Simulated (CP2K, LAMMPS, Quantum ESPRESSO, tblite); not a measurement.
# Amorphous carbon (150 atoms): other programs against plane waves

Aim: forces, pressure of amorphous carbon (150 atoms) at one geometry, from other programs and methods, against plane-wave PBE.

Results are calculated, not measured.

**1. The structure**

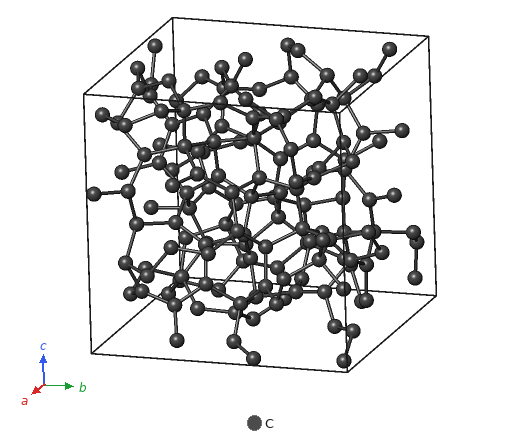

The cell (carbon dark grey). Some periodic images of atoms are drawn too.

The cell holds 150 atoms (150 C), with edges of 10.08, 10.08 and 10.08 Å. Recipe: 150 atoms (150 C) placed at random at 2.92 g/cm³, melted at 6000 K for 10 ps at fixed volume with the Tersoff potential (Tersoff, Phys. Rev. B 39, 5566 (1989)). Quenched from 6000 K to 300 K at 100 K/ps and fixed volume, held 5 ps, then minimised at fixed cell. The density is 2.92 g/cm³.

**2. The reference input**

Quantum ESPRESSO 7.5: Kohn-Sham DFT, PBE, SSSP efficiency 1.3.0 pseudopotentials, plane waves. Its input, pw.in:

```
&control
  calculation = 'scf'
  pseudo_dir = './pseudo'
  outdir = './tmp'
  disk_io = 'none'
  tprnfor = .true.
  tstress = .true.
/
&system
  ibrav = 0
  nat = 150
  ntyp = 1
  ecutwfc = 45
  ecutrho = 360
  nosym = .true.
  occupations = 'smearing'
  smearing = 'fd'
  degauss = 0.003675
/
&electrons
  conv_thr = 7.5e-07
  electron_maxstep = 100
  mixing_beta = 0.2
  mixing_mode = 'local-TF'
  diagonalization = 'david'
/
ATOMIC_SPECIES
C 12.011 C.upf
CELL_PARAMETERS angstrom
10.08240 0.00000 0.00000
0.00000 10.08240 0.00000
0.00000 0.00000 10.08240
ATOMIC_POSITIONS crystal
C 0.20638 0.45076 0.40057
C 0.20597 0.09873 0.21948
C 0.42804 0.43293 0.99627
C 0.95131 0.14171 0.87574
[... 144 atom lines left out ...]
C 0.76324 0.50555 0.15947
C 0.21665 0.00561 0.95487
K_POINTS gamma
```

```console
$ OMP_NUM_THREADS=1 mpirun -np 4 pw.x -in pw.in > output.txt
```

It took 2.6 min on 4 MPI ranks of Arm Neoverse V1, shared host; peak memory 3.7 GiB.

It converged with an r.m.s. force component of 1.3 eV/Å and a pressure of 2.9 GPa.

**3. What was run beside it**

- CP2K 2026.2: Gaussian basis with GTH pseudopotentials and a plane-wave density; labels give functional, basis (MOLOPT sets; SR short-range, UZH the newer set with its own potentials), grid cutoff/relative cutoff and solver (OT: orbital transformation; TRS4, TC2, SIGN: linear-scaling purification with its sparsity filter), or its built-in tight binding.
- tblite 0.8.0: extended tight binding, driven from Python.

All use the same cell and atoms, and the electronic-structure runs the same k-mesh.

**4. All runs compared**

Differences are against the reference: forces as r.m.s. over components, share as that over the reference's r.m.s. force, slope as the fitted ratio of a run's forces to the reference's.

| run | Δ force, r.m.s. (meV/Å) | share (%) | slope | Δ pressure (GPa) | cores | CPU time | memory (GiB) |
| --- | --- | --- | --- | --- | --- | --- | --- |
| reference | - | - | - | - | 4 | 10 min | 3.7 |
| CP2K PBE, DZVP-UZH, 225/50 Ry, diagonalisation (coarse) | 42.8 | 3.19 | 1.018 | 1.96 | 4 | 17 min | 2.1 |
| CP2K PBE, DZVP-UZH, 450/50 Ry, diagonalisation | 35.9 | 2.68 | 1.018 | 1.96 | 4 | 17 min | 3.4 |
| CP2K PBE, SZV-MOLOPT-SR, 450/50 Ry, diagonalisation (coarse) | 522 | 38.9 | 1.353 | 11.0 | 2 | 6.6 min | 2.2 |
| CP2K PBEsol, PBE potentials, DZVP-UZH, 450/50 Ry, diagonalisation | 57.0 | 4.25 | 1.001 | -0.758 | 4 | 17 min | 3.4 |
| tblite GFN2-xTB | 282 | 21.1 | 1.077 | -12.6 | 1 | 24 s | 0.15 |

Rows marked coarse were listed beforehand as settings not expected to be converged; some can still land near the reference.

CPU time is summed over cores on shared hosts, so it is rough.

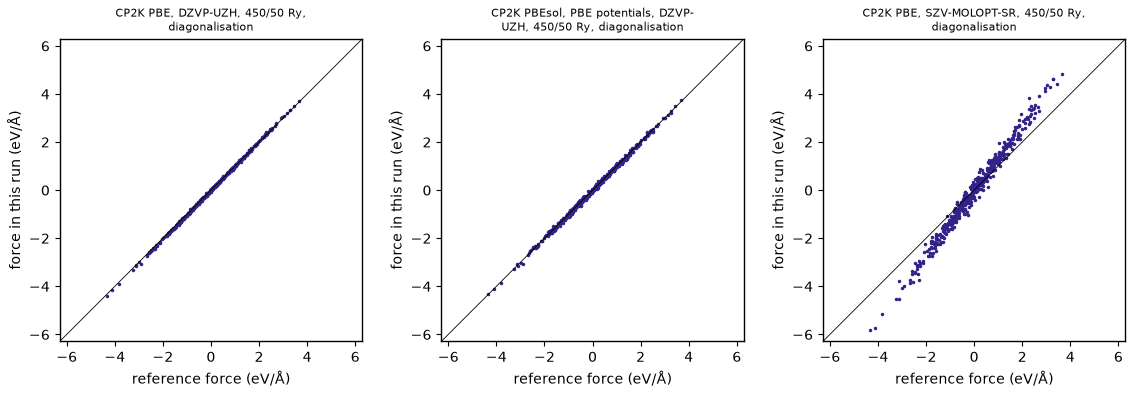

Force components against those of the reference; the line marks equality.

**5. What came out**

Forces lie from 2.7 % (CP2K PBE, DZVP-UZH, 450/50 Ry, diagonalisation) to 39 % (CP2K PBE, SZV-MOLOPT-SR, 450/50 Ry, diagonalisation, coarse) of the reference's r.m.s. force of 1.3 eV/Å away from it. The PBE run in local orbitals, coarse settings apart, differs by 2.7 % (CP2K PBE, DZVP-UZH, 450/50 Ry, diagonalisation); basis, grid and potentials can all enter. Tight binding differs by 21 % (tblite GFN2-xTB); it is another model, with fitted parameters of its own, and the xTB methods hold dispersion. Rows with another functional or a dispersion term differ by 4.2 % (CP2K PBEsol, PBE potentials, DZVP-UZH, 450/50 Ry, diagonalisation), which mixes the change of model with differences of basis and potentials, some of them made for another functional.

Runs with settings chosen to be coarse differ by 3.2 % (CP2K PBE, DZVP-UZH, 225/50 Ry, diagonalisation) to 39 % (CP2K PBE, SZV-MOLOPT-SR, 450/50 Ry, diagonalisation), their programs' other errors included. CP2K PBE, SZV-MOLOPT-SR, 450/50 Ry, diagonalisation stiffens the forces by a factor of 1.35 while following their directions (correlation 0.993); the slopes of the 4 CP2K runs lie between 1.00 and 1.35. From CP2K PBE, DZVP-UZH, 225/50 Ry, diagonalisation to the finer CP2K PBE, DZVP-UZH, 450/50 Ry, diagonalisation the share falls from 3.2 to 2.7 %. Pressures at PBE, coarse settings apart, lie +1.96 GPa from the reference's.

Caveats: Periodic xTB results under one method name differ between programs and library versions. The reference's pressure holds the uncorrected Pulay stress of its 45 Ry basis, so small pressure differences may be the reference's own error. The quench rate of 100 K/ps is many orders above laboratory rates, so the cell is likely richer in defects and strain than a real sample. The network of bonds at the start is that of the classical potential that made the cell, and needn't be the one that DFT or experiment would give. The electronic-structure runs sample only Γ, in a cell whose shortest periodic width is 10 Å, which is coarse for a cell with partly filled levels. The reference's pressure of 2.9 GPa reflects the volume that the recipe set, positions that aren't this level's minimum and the basis. Where levels are smeared, the DFT runs use Fermi–Dirac occupations at 580 K (0.05 eV), and energies are free energies. The reference's cutoffs and mesh weren't converged further here.

[Logs are printed without paths, hosts, clocks, repeated set-up lines and the standing remarks that a program may print on its own settings, such as how far it seeks lower states.]

[Hosts, paths, dates, database ids (printed as entryN), source tags and the programs' standing remarks are cut or masked in the printed files.]

[Cells were taken only where this reference lay near another plane-wave run.]
